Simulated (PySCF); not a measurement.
C₂H₃F₃NO, doublet, SMILES `CN([O])C(F)(F)F`.

PySCF calculation, PBE0/6-31+G*, gas phase; geometry: GFN2-xTB. No frequency check shows the geometry to be a minimum. The stability of the open-shell solution wasn't checked. GFN2-xTB doesn't know the spin state, so this open-shell geometry is rough.

Geometry (Å), atoms numbered from 1:

```
C1       1.6918    0.9349    0.0089
N2       0.8306   -0.2195   -0.0003
O3       1.2727   -1.4098   -0.0042
C4      -0.5755    0.0144   -0.0030
F5      -0.9472    0.7370    1.0689
F6      -1.2713   -1.0999    0.0006
F7      -0.9398    0.7474   -1.0709
H8       1.5033    1.5374    0.9006
H9       1.5094    1.5460   -0.8780
H10      2.7177    0.5752   -0.0089
```

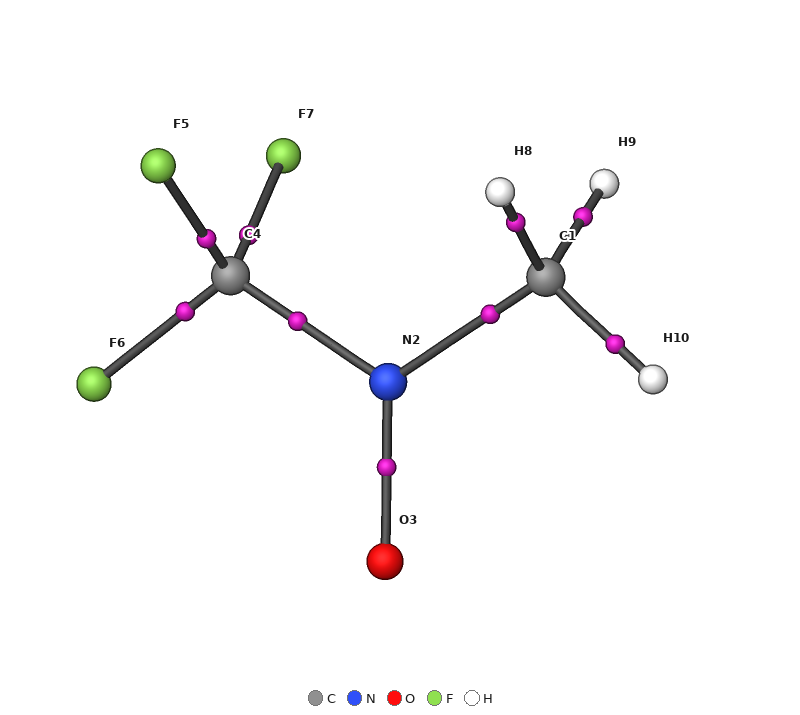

Molecular graph of the electron density (QTAIM): bond paths, bond critical points (magenta), ring points (cyan, if any); weak paths are dashed.

Question: How many critical points of each kind are there, and does the count close?

Answer: 10 nuclei, 9 bond, 0 ring and 0 cage critical points: 10 − 9 + 0 − 0 = 1, as the Poincaré–Hopf relation requires.

Question: Give the properties at the bond critical points.

Answer:
```csv
bond,length (Å),ρ (a.u.),∇²ρ (a.u.),ε,H (a.u.)
N2–O3,1.270,0.436,−0.78,0.08,−0.507
N2–C4,1.425,0.317,−1.04,0.12,−0.369
C4–F6,1.314,0.298,−0.13,0.07,−0.457
C4–F5,1.345,0.279,−0.30,0.08,−0.421
C4–F7,1.346,0.279,−0.30,0.08,−0.420
C1–H10,1.087,0.278,−0.99,0.03,−0.281
C1–H9 (2 alike),1.092,0.275,−0.95,0.03,−0.273
C1–N2,1.440,0.268,−0.70,0.03,−0.381
```

Question: What kind of interaction is C1–H9?

Answer: Shared-shell (covalent): ρ = 0.275, ∇²ρ = −0.95, H = −0.273 a.u.
